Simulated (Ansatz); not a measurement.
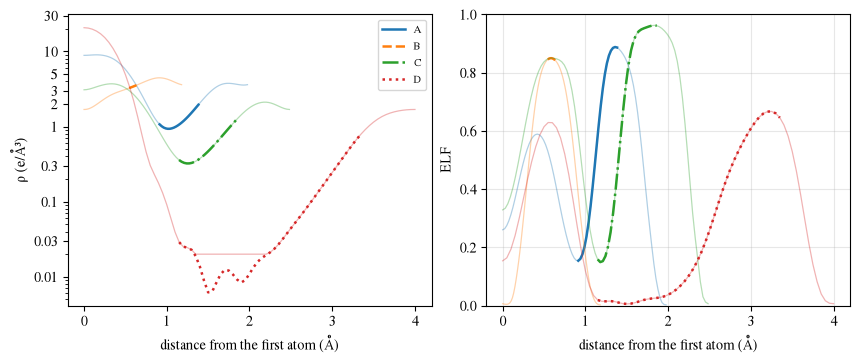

The picture shows: Na$_{2}$YIrC$_{6}$N$_{6}$. Valence charge density (pseudo) and ELF along straight lines between neighbouring atoms. Thin, pale parts lie inside the atomic spheres.

Space group Fm-3m; a structure generated by program, which may or may not match a known phase; computed without spin polarisation.

Theory: Ansatz, DFT PBE, scalar-relativistic, plane waves, PAW.

Core electrons are frozen (PAW), and the valence fields are smoothed inside the atomic spheres.

> Which curve belongs to which contact (C–N, Ir–N, Na–C and Y–C)? The first atom named is at distance zero.

Curve A: Ir–N (1.98 Å): ρ is about 0.94 e/Å³ halfway; the ELF peaks at about 0.90 in the valence shell of N, 0.6 Å from its nucleus, and is about 0.20 at the midpoint. Curve B: C–N (1.18 Å): the density is about 3.4 e/Å³ at the midpoint; the ELF peaks at about 0.85 between the atoms. Curve C: Y–C (2.48 Å): ρ is about 0.32 e/Å³ halfway; the ELF peaks at about 0.95 in the valence shell of C, 0.7 Å from its nucleus, and is about 0.15 at the midpoint (no shared electron pair shows on this line). Curve D: Na–C (4.00 Å): ρ is about 0.01 e/Å³ halfway, with its minimum of 0.006 e/Å³ about 1.5 Å from Na; the ELF is about 0.05 at the midpoint: no shared electron pair shows on this line.
